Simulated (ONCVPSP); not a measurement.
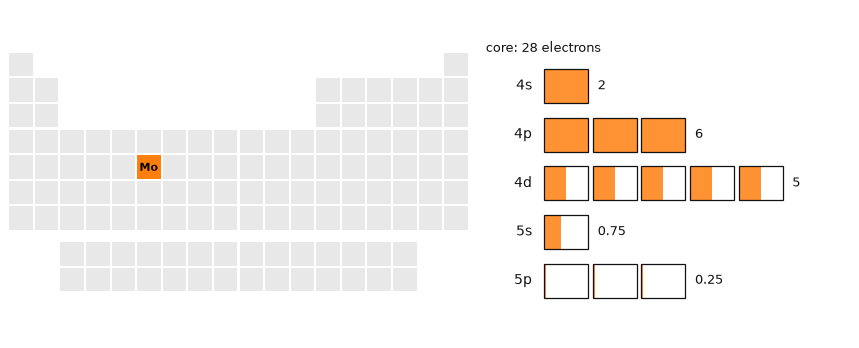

Left, the place of molybdenum in the periodic table; right, the valence shells of the reference configuration: a box for each of the 2l + 1 orbitals, shaded by the share of the shell that is filled, with the electron count at the right. The shells are those of the unaltered input.

**Pseudopotential generation, with input and output: Mo**

System: molybdenum (Mo, Z = 42), core [Ar] 3d10, reference valence 4s2 4p6 4d5 5s0.75 5p0.25, valence charge 14. (This line and the method describe the unaltered input from which the odd one was made.)
Method: ONCV potential, PBE, fully relativistic, made with ONCVPSP 4.0.1.

### Log (extracts)
```
ONCVPSP  (Optimized Norm-Conservinng Vanderbilt PSeudopotential)
relativistic version 4.0.1

#   n    l    f        energy (Ha)
    1    0    2.00    -7.2813288D+02
    2    0    2.00    -1.0282678D+02
    2    1    6.00    -9.0677336D+01    -9.4593419D+01
    3    0    2.00    -1.7514273D+01
    3    1    6.00    -1.3736918D+01    -1.4381646D+01
    3    2   10.00    -8.0787957D+00    -8.2008533D+00
    4    0    2.00    -2.3767977D+00
    4    1    6.00    -1.3983126D+00    -1.4894942D+00
    4    2    5.00    -1.4752509D-01    -1.5507195D-01
    5    0    0.75    -1.5922286D-01
    5    1    0.25    -4.4702198D-02    -4.8186735D-02

Reference configufation results
  iterations    28
  all-electron total energy (Ha)   -4.04917406D+03

Begin loop to  construct optimized pseudo wave functions
and semi-local pseudopoentials for all angular momenta

Calculating optimized projector #   1

 for l=   0

    Fraction of norm inside rc  0.948889
    Optimizing pswf for qcut=   7.29 a_B^-1,  ecut=  26.60 Ha
    Residual kinetic energy error=  3.74D-07 Ha

    Energy error per electron        Cutoff
         Ha          eV             Ha
         0.01000     0.27211       12.56
         0.00100     0.02721       16.96
         0.00010     0.00272       20.41
         0.00001     0.00027       22.93

Calculating optimized projector #   2

 for l=   0

    Fraction of norm inside rc  0.053030
    Optimizing pswf for qcut=   7.29 a_B^-1,  ecut=  26.60 Ha
    Residual kinetic energy error=  2.52D-07 Ha

    Energy error per electron        Cutoff
         Ha          eV             Ha
         0.01000     0.27211        7.37
         0.00100     0.02721       14.94
         0.00010     0.00272       19.22
         0.00001     0.00027       22.34

   Wellstate for l =  1  n =  7 kap= -2
     eigenvalue =   2.4553
     asymptotic potential =   2.9553
     half-point radius =  4.3737

   Wellstate for l =  1  n =  8 kap= -2
     eigenvalue =   4.9553
     asymptotic potential =   5.4553
     half-point radius =  3.9963

Calculating optimized projector #   1

 for l=   1

    Fraction of norm inside rc  0.967920
    Optimizing pswf for qcut=   4.80 a_B^-1,  ecut=  11.53 Ha
    Residual kinetic energy error=  1.73D-04 Ha

    Energy error per electron        Cutoff
         Ha          eV             Ha
         0.01000     0.27211        8.17
         0.00100     0.02721       10.12
         0.00010     0.00272       13.84
         0.00001     0.00027       50.58

Calculating optimized projector #   2

 for l=   1

    Fraction of norm inside rc  0.032232
    Optimizing pswf for qcut=   4.80 a_B^-1,  ecut=  11.53 Ha
    Residual kinetic energy error=  2.29D-05 Ha

    Energy error per electron        Cutoff
         Ha          eV             Ha
         0.01000     0.27211        5.33
         0.00100     0.02721        8.19
         0.00010     0.00272       10.38
         0.00001     0.00027       12.44

Calculating optimized projector #   3

 for l=   1

    Fraction of norm inside rc  0.151758
    Optimizing pswf for qcut=   4.80 a_B^-1,  ecut=  11.53 Ha
    Residual kinetic energy error=  1.04D-03 Ha

    Energy error per electron        Cutoff
         Ha          eV             Ha
         0.01000     0.27211        8.97
         0.00100     0.02721       11.49
         0.00010     0.00272       16.55
         0.00001     0.00027       29.31

Calculating optimized projector #   4

 for l=   1

    Fraction of norm inside rc  0.109357
    Optimizing pswf for qcut=   4.80 a_B^-1,  ecut=  11.53 Ha
    Residual kinetic energy error=  1.83D-03 Ha

    Energy error per electron        Cutoff
         Ha          eV             Ha
         0.01000     0.27211       10.25
         0.00100     0.02721       12.31
         0.00010     0.00272       22.58
         0.00001     0.00027       42.88

   Wellstate for l =  1  n =  7 kap=  1
     eigenvalue =   2.4518

   Wellstate for l =  1  n =  8 kap=  1
     eigenvalue =   4.9394

Calculating optimized projector #   1

 for l=   1

    Fraction of norm inside rc  0.973292
    Optimizing pswf for qcut=   4.80 a_B^-1,  ecut=  11.53 Ha
    Residual kinetic energy error=  2.25D-04 Ha

    Energy error per electron        Cutoff
         Ha          eV             Ha
         0.01000     0.27211        8.33
         0.00100     0.02721       10.37
         0.00010     0.00272       16.59
         0.00001     0.00027       51.79

Calculating optimized projector #   2

 for l=   1

    Fraction of norm inside rc  0.037100
    Optimizing pswf for qcut=   4.80 a_B^-1,  ecut=  11.53 Ha
    Residual kinetic energy error=  3.65D-05 Ha

    Energy error per electron        Cutoff
         Ha          eV             Ha
         0.01000     0.27211        5.68
         0.00100     0.02721        8.49
         0.00010     0.00272       10.73
         0.00001     0.00027       15.47

Calculating optimized projector #   3

 for l=   1

    Fraction of norm inside rc  0.153428
    Optimizing pswf for qcut=   4.80 a_B^-1,  ecut=  11.53 Ha
    Residual kinetic energy error=  1.50D-03 Ha

    Energy error per electron        Cutoff
         Ha          eV             Ha
         0.01000     0.27211        9.33
         0.00100     0.02721       11.86
         0.00010     0.00272       18.36
         0.00001     0.00027       31.57

Calculating optimized projector #   4

 for l=   1

    Fraction of norm inside rc  0.112315
    Optimizing pswf for qcut=   4.80 a_B^-1,  ecut=  11.53 Ha
    Residual kinetic energy error=  3.31D-03 Ha

    Energy error per electron        Cutoff
         Ha          eV             Ha
         0.01000     0.27211       10.63
         0.00100     0.02721       13.24
         0.00010     0.00272       23.53
         0.00001     0.00027       47.67

Calculating optimized projector #   1

 for l=   2

    Fraction of norm inside rc  0.363054
    Optimizing pswf for qcut=   6.39 a_B^-1,  ecut=  20.43 Ha
    Residual kinetic energy error=  5.77D-04 Ha

    Energy error per electron        Cutoff
         Ha          eV             Ha
         0.01000     0.27211       14.31
         0.00100     0.02721       19.29
         0.00010     0.00272       39.04
         0.00001     0.00027       72.65

Calculating optimized projector #   1

 for l=   2

    Fraction of norm inside rc  0.373475
    Optimizing pswf for qcut=   6.39 a_B^-1,  ecut=  20.43 Ha
    Residual kinetic energy error=  6.52D-04 Ha

    Energy error per electron        Cutoff
         Ha          eV             Ha
         0.01000     0.27211       14.54
         0.00100     0.02721       19.54
         0.00010     0.00272       42.04
         0.00001     0.00027       73.26

Construct Vanderbilt / Kleinmman-Bylander projectors

B matrix Hermiticity error, ll=  0  kap= -1
   1   2    1.8736D-04

  Orthonormal projector coefficients  7.4705E+00  1.3498E+00

B matrix Hermiticity error, ll=  1  kap= -2
   1   2    6.0841D-05
   1   3    3.3017D-04
   2   3   -5.7072D-05
   1   4   -5.0276D-04
   2   4    9.8435D-05
   3   4    1.4966D-04

  Orthonormal projector coefficients  4.6792E+00  1.4468E+00 -8.5909E-01 -1.2635E-01

B matrix Hermiticity error, ll=  1  kap=  1
   1   2    6.8539D-05
   1   3    3.4769D-04
   2   3   -6.0363D-05
   1   4   -5.3075D-04
   2   4    1.0347D-04
   3   4    1.5164D-04

  Orthonormal projector coefficients  4.4495E+00  1.3315E+00 -7.3445E-01 -1.7909E-01

 Orthonormal scalar projector coefficients, l =  1
  4.5986E+00  1.4015E+00 -7.9106E-01 -1.4326E-01 -2.2776E-02  6.6506E-03
 -1.6170E-04  4.8384E-05

 Orthonormal spin-orbit projector coefficients, l =  1
  3.1263E-01 -2.8441E-01  1.5991E-01 -1.3909E-01  9.9155E-02  3.6749E-02
 -1.8525E-03 -1.0374E-03

 Orthonormal scalar projector coefficients, l =  2

 Orthonormal spin-orbit projector coefficients, l =  2

Pseudoatom total energy  -67.865705

Diagnostic tests using Vanderbilt-Kleinman-Bylander pseudopotentials
  relativistic with J = L +/- 1/2 projectors

   l  kap   rcore       rmatch      e in        delta e    norm test   slope test

   0  -1   1.8034092   1.8581646  -2.3767977   0.0000061   1.0001411   1.0001339
   0  -1   1.8034092   1.8581646  -0.1592229   0.0000033   1.0000390   1.0000246

   1  -2   2.2501919   2.3185126  -1.3983126  -0.0000000   1.0001247   1.0001213
   1   1   2.2501919   2.3185126  -1.4894942   0.0000005   1.0001327   1.0001249
   1  -2   2.2501919   2.3185126  -0.0447022   0.0000002   1.0000103   1.0000136
   1   1   2.2501919   2.3185126  -0.0481867   0.0000015   1.0000273   1.0000272
   1  -2   2.2501919   2.3185126   2.4552978  -0.0000076   1.0002024   1.0002024
   1   1   2.2501919   2.3185126   2.4394139  -0.0000012   1.0002043   1.0002043
   1  -2   2.2501919   2.3185126   4.9552978   0.0000863   1.0002967   1.0002967
   1   1   2.2501919   2.3185126   4.9377678   0.0000949   1.0002949   1.0002949

   2  -3   1.5071443   1.5529045  -0.1475251  -0.0029790   0.9976571   0.9614371
   2   2   1.5071443   1.5529045  -0.1550719   0.0045678   1.0034248   1.0583278

Diagnostic tests using Vanderbilt-Kleinman-Bylander pseudopotentials
  relativistic with scalar and spin-orbit non-local projectors

   l  kap   rcore       rmatch      e in        delta e    norm test   slope test

   0  -1   1.8034092   1.8581646  -2.3767977   0.0000061   1.0001411   1.0001339
   0  -1   1.8034092   1.8581646  -0.1592229   0.0000033   1.0000390   1.0000246

   1  -2   2.2501919   2.3185126  -1.3983126   0.0000044   1.0001204   1.0001190
   1   1   2.2501919   2.3185126  -1.4894942   0.0000050   1.0001285   1.0001227
   1  -2   2.2501919   2.3185126  -0.0447022   0.0000001   1.0000072   1.0000139
   1   1   2.2501919   2.3185126  -0.0481867   0.0000013   1.0000235   1.0000278
   1  -2   2.2501919   2.3185126   2.4552978  -0.0000118   1.0002007   1.0002007
   1   1   2.2501919   2.3185126   2.4394139  -0.0000050   1.0002025   1.0002025
   1  -2   2.2501919   2.3185126   4.9552978   0.0000906   1.0002964   1.0002964
   1   1   2.2501919   2.3185126   4.9377678   0.0000993   1.0002949   1.0002949

   2  -3   1.5071443   1.5529045  -0.1475251  -0.0029790   0.9976571   0.9614371
   2   2   1.5071443   1.5529045  -0.1550719   0.0045678   1.0034248   1.0583278

Ghost test for J = L + 1/2

 Testing for bound ghosts
   n   l    E NL Schr. Eq   E Basis Diag.   E Cutoff

   1   0       -2.376792       -2.376794     81.31
   2   0       -0.159220       -0.104347     81.31

   2   1       -1.398313       -1.398312    122.40
   3   1       -0.044702        0.009904    122.40

 Testing for highly-localized positive-energy ghosts
       l    <radius>/rc     E Basis Diag.   E Cutoff

Ghost test for J = L - 1/2

 Testing for bound ghosts
   n   l    E NL Schr. Eq   E Basis Diag.   E Cutoff

   1   0       -2.376792       -2.376794     81.31
   2   0       -0.159220       -0.104347     81.31

   2   1       -1.489494       -1.489493    122.40
   3   1       -0.048185        0.002097    122.40

 Testing for highly-localized positive-energy ghosts
       l    <radius>/rc     E Basis Diag.   E Cutoff

Test configuration 0

   n   l kap    f        eae           eps        diff
   1   0  -1  2.0000 -728.13288353
   2   0  -1  2.0000 -102.82678391
   2   1  -2  4.0000  -90.67733592
   2   1   1  2.0000  -94.59341885
   3   0  -1  2.0000  -17.51427277
   3   1  -2  4.0000  -13.73691825
   3   1   1  2.0000  -14.38164629
   3   2  -3  6.0000   -8.07879569
   3   2   2  4.0000   -8.20085332
   4   0  -1  2.0000   -2.37679772   -2.37679161    6.12E-06
   4   1  -2  4.0000   -1.39831256   -1.39831258   -2.61E-08
   4   1   1  2.0000   -1.48949423   -1.48949371    5.18E-07
   4   2  -3  3.0000   -0.14752509   -0.15050413   -2.98E-03
   4   2   2  2.0000   -0.15507195   -0.15050413    4.57E-03
   5   0  -1  0.7500   -0.15922286   -0.15921953    3.33E-06
   5   1  -2  0.1667   -0.04470220   -0.04470200    2.00E-07
   5   1   1  0.0833   -0.04818673   -0.04818524    1.49E-06

    Total energies and differences
      AE_ref= -4.04917406E+03  AE_tst= -4.04917406E+03  dif=  0.00E+00
      PS_ref= -6.78657052E+01  PS_tst= -6.78657052E+01  dif=  9.66E-13
      PSP excitation error= -9.66E-13

Test configuration 1

   n   l kap    f        eae           eps        diff
   1   0  -1  2.0000 -728.11971771
   2   0  -1  2.0000 -102.81411169
   2   1  -2  4.0000  -90.66464609
   2   1   1  2.0000  -94.58072088
   3   0  -1  2.0000  -17.50142694
   3   1  -2  4.0000  -13.72407619
   3   1   1  2.0000  -14.36880617
   3   2  -3  6.0000   -8.06599381
   3   2   2  4.0000   -8.18805275
   4   0  -1  2.0000   -2.36355244   -2.36347089    8.15E-05
   4   1  -2  4.0000   -1.38490739   -1.38484428    6.31E-05
   4   1   1  2.0000   -1.47612212   -1.47603987    8.22E-05
   4   2  -3  3.0000   -0.13499471   -0.13795789   -2.96E-03
   4   2   2  2.0000   -0.14248651   -0.13795789    4.53E-03
   5   0  -1  1.0000   -0.15018118   -0.15016853    1.26E-05
   5   1  -2  0.0000   -0.03729711   -0.03729711    0.00E+00
   5   1   1  0.0000   -0.04069711   -0.04069711    0.00E+00

    Total energies and differences
      AE_ref= -4.04917406E+03  AE_tst= -4.04920217E+03  dif= -2.81E-02
      PS_ref= -6.78657052E+01  PS_tst= -6.78938125E+01  dif= -2.81E-02
      PSP excitation error= -1.29E-06

Test configuration 2

   n   l kap    f        eae           eps        diff
   1   0  -1  2.0000 -728.36873317
   2   0  -1  2.0000 -103.05906700
   2   1  -2  4.0000  -90.90983340
   2   1   1  2.0000  -94.82598719
   3   0  -1  2.0000  -17.74736291
   3   1  -2  4.0000  -13.96999670
   3   1   1  2.0000  -14.61471453
   3   2  -3  6.0000   -8.31160840
   3   2   2  4.0000   -8.43365903
   4   0  -1  2.0000   -2.61219716   -2.61263592   -4.39E-04
   4   1  -2  4.0000   -1.63497993   -1.63533868   -3.59E-04
   4   1   1  2.0000   -1.72589805   -1.72635458   -4.57E-04
   4   2  -3  3.0000   -0.37956763   -0.38267398   -3.11E-03
   4   2   2  2.0000   -0.38747596   -0.38267398    4.80E-03
   5   0  -1  0.0000   -0.36114926   -0.36114926    0.00E+00
   5   1  -2  0.0000   -0.21506068   -0.21506068    0.00E+00
   5   1   1  0.0000   -0.22147208   -0.22147208    0.00E+00

    Total energies and differences
      AE_ref= -4.04917406E+03  AE_tst= -4.04894892E+03  dif=  2.25E-01
      PS_ref= -6.78657052E+01  PS_tst= -6.76405384E+01  dif=  2.25E-01
      PSP excitation error= -2.58E-05

Test configuration 3

psatom_r: WARNING lschvkbb convergence error n,l,kap,iter=   3   1  -2


ea(ii),et,emin,emax -4.856199E-02 -5.341819E-02 -5.341819E-02 -5.341819E-02
run_config_r: WARNING for fully non-local PS atom,
 WARNING no output for configuration 4

Test configuration 4

   n   l kap    f        eae           eps        diff
   1   0  -1  2.0000 -728.23784781
   2   0  -1  2.0000 -102.93036869
   2   1  -2  4.0000  -90.78101099
   2   1   1  2.0000  -94.69712223
   3   0  -1  2.0000  -17.61817204
   3   1  -2  4.0000  -13.84081545
   3   1   1  2.0000  -14.48553819
   3   2  -3  6.0000   -8.18258864
   3   2   2  4.0000   -8.30464321
   4   0  -1  2.0000   -2.48174219   -2.48189520   -1.53E-04
   4   1  -2  4.0000   -1.50389198   -1.50402447   -1.32E-04
   4   1   1  2.0000   -1.59493933   -1.59510808   -1.69E-04
   4   2  -3  3.0000   -0.25198862   -0.25501720   -3.03E-03
   4   2   2  2.0000   -0.25967491   -0.25501720    4.66E-03
   5   0  -1  0.5000   -0.25204816   -0.25206945   -2.13E-05
   5   1  -2  0.0000   -0.12182733   -0.12182733    0.00E+00
   5   1   1  0.0000   -0.12675970   -0.12675970    0.00E+00

    Total energies and differences
      AE_ref= -4.04917406E+03  AE_tst= -4.04910194E+03  dif=  7.21E-02
      PS_ref= -6.78657052E+01  PS_tst= -6.77935812E+01  dif=  7.21E-02
      PSP excitation error= -2.85E-06
```

### The input
```
# ATOM AND REFERENCE CONFIGURATION
# atsym  z   nc   nv     iexc    psfile
  Mo 42.00    6    5        4      upf
#
#   n    l    f
    1    0    2.00
    2    0    2.00
    2    1    6.00
    3    0    2.00
    3    1    6.00
    3    2   10.00
    4    0    2.00
    4    1    6.00
    4    2    5.00
    5    0    0.75
    5    1    0.25
#
# PSEUDOPOTENTIAL AND OPTIMIZATION
# lmax
    2
#
#   l,   rc,      ep,       ncon, nbas, qcut
    0    1.80    0.00    3    8    7.30
    1    2.25    0.00    4    9    4.80
    2    1.50    0.00    4    7    6.40
#
# LOCAL POTENTIAL
# lloc, lpopt,  rc(5),   dvloc0
    2    5    1.50    0.00
#
# VANDERBILT-KLEINMAN-BYLANDER PROJECTORs
# l, nproj, debl
    0    2    3.60
    1    4    2.50
    2    0    1.00
#
# MODEL CORE CHARGE
# icmod, fcfact, rcfact
    0    0.00    0.00
#
# LOG DERIVATIVE ANALYSIS
# epsh1, epsh2, depsh
   -4.00    5.00    0.02
#
# OUTPUT GRID
# rlmax, drl
    6.00    0.01
#
# TEST CONFIGURATIONS
# ncnf
    4
# nvcnf
#   n    l    f
    5
    4    0    2.00
    4    1    6.00
    4    2    5.00
    5    0    1.00
    5    1    0.00
#
    5
    4    0    2.00
    4    1    6.00
    4    2    5.00
    5    0    0.00
    5    1    0.00
#
    5
    4    0    2.00
    4    1    6.00
    4    2    4.00
    5    0    0.00
    5    1    0.00
#
    5
    4    0    2.00
    4    1    6.00
    4    2    5.00
    5    0    0.50
    5    1    0.00
#
```

Command:
```bash
oncvpspr.x < Mo.dat > Mo.out
```

### What the run reported

- outcome: generated
- ghost flags of the generator: 0 GHOST(-), 0 GHOST(+)
- largest excitation error printed: 0.70 meV
- hardware: 1 CPU thread, shared host
- wall time: 17 s

### What is odd here

One thing in this input was made odd on purpose: nproj of l = 1 set to 4. The program ran to the end. The all-electron atom is untouched: its total energy equals that from the unaltered input (−4049.1741 Ha). The pseudo-atom's total energy moves by −0.00062 Ha, so the potential, or the configuration in which it is tested, is another one. Warnings of the program, in the generation or the tests: psatom_r: WARNING lschvkbb convergence error n,l,kap,iter= 3 1 -2.
